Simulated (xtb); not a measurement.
CH₆NOSi: energy and gradient calculation

CH₆NOSi, multiplicity 2, SMILES CN([O])[SiH3], computed with GFN2-xTB (xtb 6.7.1).

The geometry was optimised with GFN2-xTB.

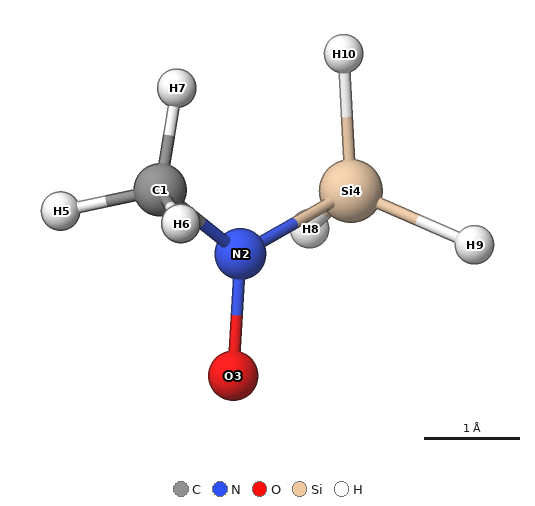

The structure (ball-and-stick view, seen at a tilt; atoms are numbered from 1 in the order of the input).

Input (coord)
```
$coord
     -0.446693461339      2.093533087167     -1.652924543949  c
     -0.909751950917     -0.236763786154     -0.338090900957  n
     -3.029079799685     -1.350454980441     -0.743645024563  o
      1.015217565933     -1.870583198983      1.812946552182  si
     -0.524474588629      1.776304762626     -3.692014621465  h
     -1.908736769440      3.471332404631     -1.174786039896  h
      1.401420894022      2.811855781659     -1.120702078209  h
      1.497097727712     -4.362130402519      0.731928722590  h
     -0.382234903228     -2.029906008551      4.185932338659  h
      3.287235285570     -0.303187659435      1.991355595608  h
$end
```

File .CHRG
```
0
```

File .UHF
```
1
```

Run as:
```bash
xtb --gfn 2 --grad --acc 100 -- coord > xtb.out 2> xtb.err
```

What the program printed
```
* xtb version 6.7.1
   ID    Z sym.   atoms
    1    6 c      1
    2    7 n      2
    3    8 o      3
    4   14 si     4
    5    1 h      5-10

           -------------------------------------------------
          |                Calculation Setup                |
           -------------------------------------------------

          program call               : xtb --gfn 2 --grad --acc 100 -- coord
          coordinate file            : coord
          omp threads                :                     1

           -------------------------------------------------
          |                 G F N 2 - x T B                 |
           -------------------------------------------------

      * Hamiltonian:
        H0-scaling (s, p, d)           1.850000    2.230000    2.230000
        zeta-weighting                 0.500000
      * Dispersion:
        s8                             2.700000
        a1                             0.520000
        a2                             5.000000
        s9                             5.000000
      * Repulsion:
        kExp                           1.500000    1.000000
        rExp                           1.000000
      * Coulomb:
        alpha                          2.000000
        third order                    shell-resolved
        anisotropic                    true
        a3                             3.000000
        a5                             4.000000
        cn-shift                       1.200000
        cn-exp                         4.000000
        max-rad                        5.000000

          ...................................................
          :                      SETUP                      :
          :.................................................:
          :  # basis functions                  28          :
          :  # atomic orbitals                  27          :
          :  # shells                           15          :
          :  # electrons                        25          :
          :  max. iterations                   250          :
          :  Hamiltonian                  GFN2-xTB          :
          :  restarted?                      false          :
          :  GBSA solvation                  false          :
          :  PC potential                    false          :
          :  electronic temp.          300.0000000     K    :
          :  accuracy                  100.0000000          :
          :  -> integral cutoff          0.2000000E+02      :
          :  -> integral neglect         0.1000000E-05      :
          :  -> SCF convergence          0.1000000E-03 Eh   :
          :  -> wf. convergence          0.1000000E-01 e    :
          :  Broyden damping             0.4000000          :
          :  net charge                          0          :
          :  unpaired electrons                  1          :
          ...................................................

 iter      E             dE          RMSdq      gap      omega  full diag
   1    -13.8321289 -0.138321E+02  0.586E+00    3.66       0.0  T
   2    -13.9512962 -0.119167E+00  0.340E+00    2.82       1.0  T
   3    -13.9577569 -0.646067E-02  0.226E+00    3.41       1.0  T
   4    -13.9582610 -0.504144E-03  0.799E-01    3.38       1.0  T
   5    -13.9583675 -0.106447E-03  0.455E-01    3.57       1.0  T
   6    -13.9590389 -0.671421E-03  0.114E-01    3.46       1.0  T
   7    -13.9590481 -0.918765E-05  0.499E-02    3.46       1.0  T
   8    -13.9590483 -0.193359E-06  0.174E-02    3.47       1.8  T

   *** convergence criteria satisfied after 8 iterations ***

         #    Occupation            Energy/Eh            Energy/eV
      -------------------------------------------------------------
         1        2.0000           -0.7499208             -20.4064
       ...           ...                  ...                  ...
         7        2.0000           -0.5271334             -14.3440
         8        2.0000           -0.4758409             -12.9483
         9        2.0000           -0.4747095             -12.9175
        10        2.0000           -0.4445410             -12.0966
        11        2.0000           -0.4401696             -11.9776
        12        2.0000           -0.3900796             -10.6146
        13        1.0000           -0.3316507              -9.0247 (HOMO)
        14                         -0.2042789              -5.5587 (LUMO)
        15                         -0.1830384              -4.9807
        16                         -0.1829220              -4.9776
        17                         -0.0793884              -2.1603
        18                         -0.0569879              -1.5507
       ...                                ...                  ...
        27                          0.6594058              17.9433
      -------------------------------------------------------------
                  HL-Gap            0.1273717 Eh            3.4660 eV
             Fermi-level           -0.3144150 Eh           -8.5557 eV

 SCC (total)                   0 d,  0 h,  0 min,  0.011 sec
 SCC setup                      ...        0 min,  0.000 sec (  1.412%)
 Dispersion                     ...        0 min,  0.000 sec (  0.767%)
 classical contributions        ...        0 min,  0.000 sec (  0.271%)
 integral evaluation            ...        0 min,  0.002 sec ( 15.102%)
 iterations                     ...        0 min,  0.005 sec ( 45.333%)
 molecular gradient             ...        0 min,  0.004 sec ( 34.458%)
 printout                       ...        0 min,  0.000 sec (  2.403%)

         :::::::::::::::::::::::::::::::::::::::::::::::::::::
         ::                     SUMMARY                     ::
         :::::::::::::::::::::::::::::::::::::::::::::::::::::
         :: total energy             -13.846269596119 Eh    ::
         :: gradient norm              0.000077362758 Eh/a0 ::
         :: HOMO-LUMO gap              3.465961243011 eV    ::
         ::.................................................::
         :: SCC energy               -13.959045288010 Eh    ::
         :: -> isotropic ES            0.044250265851 Eh    ::
         :: -> anisotropic ES         -0.000208392238 Eh    ::
         :: -> anisotropic XC          0.000935529563 Eh    ::
         :: -> dispersion             -0.005032533806 Eh    ::
         :: repulsion energy           0.112775691891 Eh    ::
         :: add. restraining           0.000000000000 Eh    ::
         :: total charge               0.000000000000 e     ::
         :::::::::::::::::::::::::::::::::::::::::::::::::::::

           -------------------------------------------------
          |                Property Printout                |
           -------------------------------------------------

    * Orbital Energies and Occupations

         #    Occupation            Energy/Eh            Energy/eV
      -------------------------------------------------------------
         1        2.0000           -0.7499208             -20.4064
         2        2.0000           -0.6838948             -18.6097
         3        2.0000           -0.6500234             -17.6880
         4        2.0000           -0.5806104             -15.7992
         5        2.0000           -0.5460366             -14.8584
         6        2.0000           -0.5377167             -14.6320
         7        2.0000           -0.5271334             -14.3440
         8        2.0000           -0.4758409             -12.9483
         9        2.0000           -0.4747095             -12.9175
        10        2.0000           -0.4445410             -12.0966
        11        2.0000           -0.4401696             -11.9776
        12        2.0000           -0.3900796             -10.6146
        13        1.0000           -0.3316507              -9.0247 (HOMO)
        14                         -0.2042789              -5.5587 (LUMO)
        15                         -0.1830384              -4.9807
        16                         -0.1829220              -4.9776
        17                         -0.0793884              -2.1603
        18                         -0.0569879              -1.5507
        19                          0.0525299               1.4294
        20                          0.1416620               3.8548
        21                          0.1578132               4.2943
        22                          0.1948440               5.3020
        23                          0.2773305               7.5465
        24                          0.3624985               9.8641
       ...                                ...                  ...
        27                          0.6594058              17.9433
      -------------------------------------------------------------
                  HL-Gap            0.1273717 Eh            3.4660 eV
             Fermi-level           -0.3144150 Eh           -8.5557 eV

     #   Z          covCN         q      C6AA      α(0)
     1   6 c        3.694    -0.054    21.729     6.669
     2   7 n        2.649     0.015    21.006     6.807
     3   8 o        0.973    -0.415    21.923     6.280
     4  14 si       3.636     0.474    98.288    19.016
     5   1 h        0.924     0.071     2.070     2.250
     6   1 h        0.924     0.071     2.070     2.250
     7   1 h        0.925     0.047     2.352     2.398
     8   1 h        0.919    -0.060     4.338     3.257
     9   1 h        0.919    -0.060     4.340     3.258
    10   1 h        0.918    -0.091     5.253     3.585

 Mol. C6AA /au·bohr⁶  :       1182.049402
 Mol. C8AA /au·bohr⁸  :      35032.304157
 Mol. α(0) /au        :         55.770215

Wiberg/Mayer (AO) data.
largest (>0.10) Wiberg bond orders for each atom

 ---------------------------------------------------------------------------
     #   Z sym  total        # sym  WBO       # sym  WBO       # sym  WBO
 ---------------------------------------------------------------------------
     1   6 c    3.978 --     2 n    1.024     7 h    0.986     6 h    0.962
                             5 h    0.962
     2   7 n    3.488 --     3 o    1.466     1 c    1.024     4 si   0.894
     3   8 o    1.681 --     2 n    1.466     4 si   0.107
     4  14 si   3.687 --     2 n    0.894     8 h    0.893     9 h    0.893
                            10 h    0.892     3 o    0.107
     5   1 h    0.994 --     1 c    0.962
     6   1 h    0.994 --     1 c    0.962
     7   1 h    0.998 --     1 c    0.986
     8   1 h    0.996 --     4 si   0.893
     9   1 h    0.996 --     4 si   0.893
    10   1 h    0.992 --     4 si   0.892
 ---------------------------------------------------------------------------

Topologies differ in total number of bonds
Writing topology from bond orders to xtbtopo.mol

molecular dipole:
                 x           y           z       tot (Debye)
 q only:        1.277       0.473       0.378
   full:        1.183       0.606       0.238       3.432
molecular quadrupole (traceless):
                xx          xy          yy          xz          yz          zz
 q only:       -4.874      -3.695       2.334      -0.656      -2.989       2.541
  q+dip:       -5.754      -3.960       2.647      -2.031      -2.021       3.107
   full:       -5.540      -4.254       2.474      -1.186      -2.719       3.066

           -------------------------------------------------
          | TOTAL ENERGY              -13.846269596119 Eh   |
          | GRADIENT NORM               0.000077362758 Eh/α |
          | HOMO-LUMO GAP               3.465961243011 eV   |
           -------------------------------------------------

------------------------------------------------------------------------
------------------------------------------------------------------------
 total:
 *  cpu-time:     0 d,  0 h,  0 min,  0.033 sec
 * ratio c/w:     0.980 speedup
 SCF:
 *  cpu-time:     0 d,  0 h,  0 min,  0.011 sec
 * ratio c/w:     0.985 speedup
```

Key numbers

| quantity | value |
| --- | --- |
| outcome | converged |
| electrons treated | 25 |
| total energy | −13.846270 hartree |
| dispersion energy | −0.005033 hartree |
| basis functions | 28 |
| largest force | 0.002 eV/Å |
| dipole moment | 3.43 D |
| hardware | 1 thread of Intel Xeon @ 2.50GHz (Skylake/Cascade Lake), 189 GiB of memory available, shared host |
| peak memory | 0.073 GiB |

Notes

Settings chosen away from the usual ones: method = gfn2-xtb; task = gradient; x = {"accuracy": 100}; geo = {"prev": "A"}. These settings are looser than, or depart from, a standard set-up, so the numbers are not reference values for this system. The record of the run, not the program, notes: no spin polarisation: high-spin states lie too high.
